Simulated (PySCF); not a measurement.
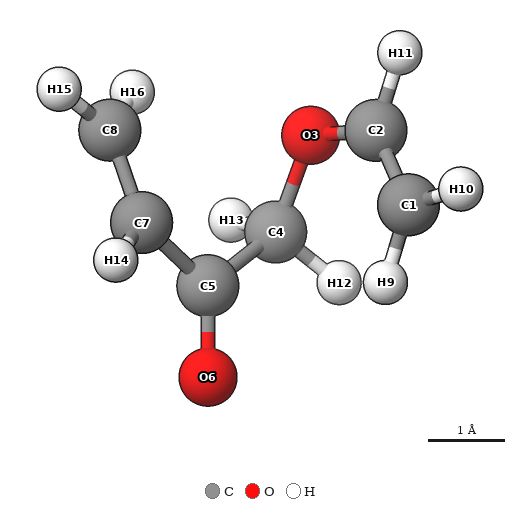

Fig. 1: The structure (ball-and-stick view, seen at a tilt; atoms are numbered from 1 in the order of the input). Bond lengths as drawn: C–C 1.32 to 1.53 Å, C–H 1.07 to 1.10 Å and C–O 1.21 to 1.41 Å.

**C6H8O2: a changed input and its effect**

System: C6H8O2.
Method of run 1: GIAO revPBE/cc-pVDZ NMR shielding, non-relativistic, gas phase (PySCF 2.14.0).

The geometry comes from this level: GFN2-xTB. Text and figures count atoms from 1; the logs count them from 0 in places.

### Input, run 1
```
{"job": {"xc": "revPBE", "basis": "cc-pVDZ", "kind": "nmr", "pop": false}, "charge": 0, "multiplicity": 1}
C      1.825661    -0.027011     1.210042
C      1.242991     1.069129     0.754672
O      0.524940     1.233317    -0.385940
C      0.421834     0.124823    -1.248258
C     -0.364659    -1.069721    -0.703970
O     -0.076100    -2.193896    -1.046121
C     -1.488307    -0.794206     0.207383
C     -2.160898     0.348070     0.263317
H      1.790825    -0.973810     0.702110
H      2.368502     0.000541     2.135652
H      1.287042     2.010522     1.285573
H      1.414672    -0.231052    -1.554267
H     -0.103000     0.490353    -2.137878
H     -1.780761    -1.643288     0.811538
H     -2.997531     0.469371     0.931696
H     -1.912811     1.195800    -0.352145
```

The first line tells a small driver script what to run in PySCF; the rest is the geometry in Å.

Command:
```bash
OMP_NUM_THREADS=1 python <driver script> task.json out
```

Hardware: 1 CPU thread, shared host.

### Output (run 1)
```
coarse grid: 13648 points
cycle   1  E = -383.5250922590  dE =  1.096e+00  |g| = 9.661e-01  |ddm| = 8.025e+00
cycle   2  E = -382.3968181915  dE =  1.128e+00  |g| = 2.400e+00  |ddm| = 4.586e+00
cycle   3  E = -383.6376025129  dE = -1.241e+00  |g| = 5.714e-01  |ddm| = 3.585e+00
cycle   4  E = -383.7157126729  dE = -7.811e-02  |g| = 1.723e-01  |ddm| = 1.020e+00
cycle   5  E = -383.7172966730  dE = -1.584e-03  |g| = 1.447e-01  |ddm| = 3.824e-01
cycle   6  E = -383.7223385483  dE = -5.042e-03  |g| = 3.201e-02  |ddm| = 2.209e-01
cycle   7  E = -383.7225998379  dE = -2.613e-04  |g| = 1.168e-02  |ddm| = 5.572e-02
cycle   8  E = -383.7226313755  dE = -3.154e-05  |g| = 3.349e-03  |ddm| = 1.818e-02
cycle   9  E = -383.7226334865  dE = -2.111e-06  |g| = 1.613e-03  |ddm| = 6.161e-03
final grid: 132640 points
cycle  10  E = -383.7383543051  dE =  1.432e-05  |g| = 2.573e-02  |ddm| = 1.144e-01
cycle  11  E = -383.7375730227  dE =  7.813e-04  |g| = 6.584e-02  |ddm| = 1.120e-01
cycle  12  E = -383.7384757095  dE = -9.027e-04  |g| = 1.014e-02  |ddm| = 8.386e-02
cycle  13  E = -383.7384969885  dE = -2.128e-05  |g| = 2.277e-03  |ddm| = 1.457e-02
cycle  14  E = -383.7384980233  dE = -1.035e-06  |g| = 6.654e-04  |ddm| = 3.684e-03
cycle  15  E = -383.7384981250  dE = -1.017e-07  |g| = 2.567e-04  |ddm| = 1.151e-03
cycle  16  E = -383.7384981425  dE = -1.754e-08  |g| = 4.432e-05  |ddm| = 3.941e-04
cycle  17  E = -383.7384981428  dE = -2.683e-10  |g| = 2.765e-05  |ddm| = 9.144e-05
converged SCF energy = -383.7384981428

GIAO shielding tensors (ppm)
atom      isotropic    diamagn.    paramagn.     s11        s22        s33       span
  0 C      113.194     258.621    -145.427     32.374    123.197    184.012    151.638
  1 C       50.683     253.900    -203.216    -40.579     75.967    116.662    157.242
  2 O      189.835     395.221    -205.386     97.500    175.893    296.113    198.613
  3 C      122.538     254.679    -132.141     93.950    120.228    153.437     59.487
  4 C       -1.272     254.496    -255.768    -69.640    -36.933    102.757    172.396
  5 O     -290.712     400.848    -691.561   -892.934   -321.122    341.919   1234.853
  6 C       64.953     254.781    -189.828    -29.314     75.914    148.259    177.573
  7 C       70.114     257.585    -187.472    -36.558     66.185    180.715    217.272
  8 H       27.921      36.242      -8.321     25.314     26.780     31.670      6.356
  9 H       27.831      30.471      -2.640     26.239     27.078     30.176      3.937
 10 H       25.294      31.466      -6.172     22.390     25.996     27.496      5.106
 11 H       27.615      32.919      -5.303     24.954     26.408     31.484      6.530
 12 H       26.846      31.835      -4.989     24.398     26.327     29.813      5.415
 13 H       25.704      31.900      -6.197     23.405     25.518     28.188      4.783
 14 H       25.643      29.369      -3.726     22.716     26.213     28.000      5.284
 15 H       25.126      35.303     -10.177     21.132     24.927     29.320      8.188
```

For run 2 the input was changed thus:
```diff
-"xc": "revPBE"
-"basis": "cc-pVDZ"
+"xc": "PBE0"
+"basis": "pcSseg-1"
```

How does run 2 compare with run 1?

The total energies belong to different models, so their difference says nothing on which is more stable or more accurate. The HOMO goes from −5.25 to −6.93 eV. The LUMO goes from −2.45 to −1.78 eV. The dipole moment goes from 2.13 to 2.45 D. Of all shieldings, the largest change is that of O6, by −58.9 ppm. The functional changes from revPBE to PBE0. The SCF takes 16 iterations against 17. The basis functions go from 152 to 176.

### Output (run 2)
```
coarse grid: 13648 points
cycle   1  E = -383.1218820209  dE =  1.243e+00  |g| = 8.826e-01  |ddm| = 3.595e+00
cycle   2  E = -382.7120621636  dE =  4.098e-01  |g| = 1.699e+00  |ddm| = 2.330e+00
cycle   3  E = -383.2636932562  dE = -5.516e-01  |g| = 2.386e-01  |ddm| = 1.828e+00
cycle   4  E = -383.2749910255  dE = -1.130e-02  |g| = 8.422e-02  |ddm| = 2.592e-01
cycle   5  E = -383.2761104567  dE = -1.119e-03  |g| = 3.062e-02  |ddm| = 7.876e-02
cycle   6  E = -383.2762905342  dE = -1.801e-04  |g| = 8.550e-03  |ddm| = 2.654e-02
cycle   7  E = -383.2763058412  dE = -1.531e-05  |g| = 3.141e-03  |ddm| = 8.774e-03
cycle   8  E = -383.2763080256  dE = -2.184e-06  |g| = 7.283e-04  |ddm| = 2.569e-03
final grid: 132640 points
cycle   9  E = -383.3467319009  dE = -3.074e-05  |g| = 1.474e-02  |ddm| = 3.276e-02
cycle  10  E = -383.3466390073  dE =  9.289e-05  |g| = 2.677e-02  |ddm| = 2.802e-02
cycle  11  E = -383.3467723057  dE = -1.333e-04  |g| = 3.134e-03  |ddm| = 2.037e-02
cycle  12  E = -383.3467741029  dE = -1.797e-06  |g| = 5.642e-04  |ddm| = 2.400e-03
cycle  13  E = -383.3467741515  dE = -4.864e-08  |g| = 2.247e-04  |ddm| = 6.025e-04
cycle  14  E = -383.3467741617  dE = -1.021e-08  |g| = 6.778e-05  |ddm| = 2.431e-04
cycle  15  E = -383.3467741628  dE = -1.054e-09  |g| = 2.081e-05  |ddm| = 6.794e-05
cycle  16  E = -383.3467741629  dE = -1.012e-10  |g| = 4.847e-06  |ddm| = 1.793e-05
converged SCF energy = -383.3467741629

GIAO shielding tensors (ppm)
atom      isotropic    diamagn.    paramagn.     s11        s22        s33       span
  0 C       95.389     259.580    -164.191      0.446    110.847    174.875    174.429
  1 C       28.032     251.374    -223.341    -79.487     59.406    104.177    183.665
  2 O      193.370     399.037    -205.667     91.837    184.433    303.838    212.002
  3 C      111.779     250.071    -138.292     84.103    109.475    141.759     57.656
  4 C      -22.543     252.326    -274.869   -105.360    -54.241     91.973    197.332
  5 O     -349.583     400.044    -749.627   -985.149   -406.321    342.720   1327.869
  6 C       45.676     257.751    -212.075    -62.185     59.899    139.314    201.499
  7 C       48.274     256.825    -208.551    -75.959     48.197    172.583    248.542
  8 H       27.646      33.976      -6.331     24.818     26.468     31.651      6.833
  9 H       27.461      30.006      -2.545     25.734     26.390     30.259      4.525
 10 H       25.138      30.302      -5.163     21.929     26.233     27.253      5.324
 11 H       27.401      31.121      -3.720     24.620     26.216     31.367      6.746
 12 H       26.791      30.092      -3.301     23.943     26.259     30.171      6.229
 13 H       25.438      31.437      -5.999     23.522     24.748     28.044      4.522
 14 H       25.314      29.062      -3.747     22.464     25.732     27.748      5.285
 15 H       24.915      32.846      -7.931     20.781     24.749     29.216      8.435
```

### The two runs side by side

```csv
quantity,run 1,run 2
outcome,converged,converged
total energy (hartree),−383.738498,−383.346774
HOMO (eV),−5.25,−6.93
LUMO (eV),−2.45,−1.78
dipole moment (D),2.13,2.45
shielding of C1 (ppm),113.2,95.4
shielding of C2 (ppm),50.7,28.0
shielding of C4 (ppm),122.5,111.8
shielding of C5 (ppm),−1.3,−22.5
shielding of O6 (ppm),−290.7,−349.6
shielding of C7 (ppm),65.0,45.7
shielding of C8 (ppm),70.1,48.3
SCF iterations,17,16
basis functions,152,176
wall time (shared host),30 s,21 s
```
